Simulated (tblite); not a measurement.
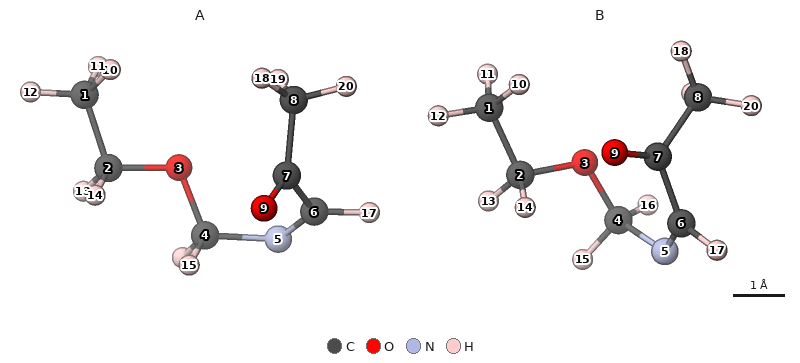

Two geometries of C₆H₁₁NO₂, drawn at one scale. One is the start of a relaxation, the other its converged end. The picture is a ball-and-stick view, seen at a tilt.

Theory: tblite 0.8.0, GFN2-xTB geometry optimisation, gas phase. 

Q: Which one is relaxed?

A: Structure B is the relaxed one. The largest move after the best rigid fit is that of H17, 1.87 Å. Largest moves by element: H 1.87 Å, O 1.48 Å, C 0.97 Å, N 0.63 Å. Among the contacts that change: O3–C4 1.444 → 1.403 Å, C4–N5 1.460 → 1.429 Å, N5–C6 1.286 → 1.256 Å, C1–H10 1.107 → 1.086 Å. Among the angles between lasting bonds that change: C4–N5–C6 116.9° → 121.1°, N5–C6–H17 120.9° → 116.8°, C2–O3–C4 111.1° → 114.9°. Groups turn about O3–C4 by about 85°, C4–N5 by about 65°, C6–C7 by about 25°. The energy falls by 36.4 kJ/mol in 139 geometry steps.
